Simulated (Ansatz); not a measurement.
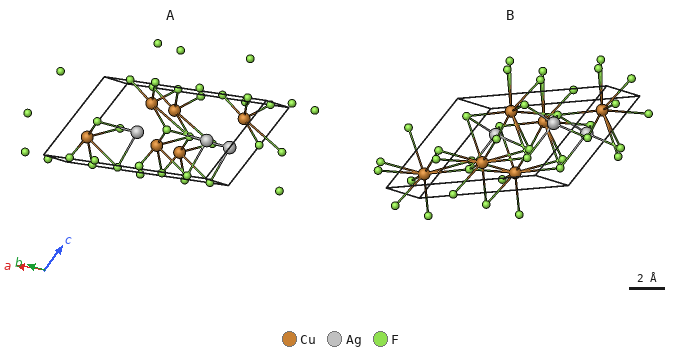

Two geometries of crystalline Cu2AgF3 (built on the Ca2ZnGa3-8 type type), drawn at one scale. One is the start of a relaxation, the other its converged end. Style: ball-and-stick. Shown: the conventional cell (2 times the calculation's cell), from a free direction. Lengths and directions refer to the drawn axes.

Method: Ansatz, DFT, PBEsol, plane waves, PAW. Set-up: plane-wave cutoff 420 eV; k-point mesh 6 × 6 × 4; occupations fermi dirac; smearing width 0.03 eV; no spin polarisation; cell and atoms relaxed; force threshold 0.01 eV/Å; at most 120 steps.

### Which of the two is the end point?

Structure A is the relaxed one. The energy falls by 851 meV per atom in 43 accepted moves (50 points after the start). Largest force component: 1.6 eV/Å at the start, 0.0011 eV/Å at the end. The pressure goes from −12.69 to 0.01 GPa. The line search rejected the trial steps at points 14, 17 of the run. At 5 points the geometry stayed and the basis and grid were re-selected for the new cell (energy shift of 11.6 meV per atom at most each time). An F atom moves most relative to the cell: 1.30 Å along +c. By element the largest moves are F 1.30 Å, Cu 0.93 Å, Ag 0.92 Å. The drawn cell changes as follows: a 9.726 → 10.790 Å (+10.9 %), b 4.110 → 2.839 Å (−30.9 %), c 6.747 → 5.818 Å (−13.8 %), β 133.6° → 121.1°; the volume changes by −21.9 %. Among the contacts that change: Cu–F 2.994 → 4.972 Å, Cu–F 2.970 → 4.345 Å, Cu–F 2.836 → 4.142 Å, Ag–Ag 4.110 → 2.839 Å. New bonds form: Ag–F (3.51 → 2.41 Å). Bonds break: Ag–F (2.37 → 3.19 Å), Ag–F (2.43 → 3.46 Å). The space group stays Cm (No. 8).
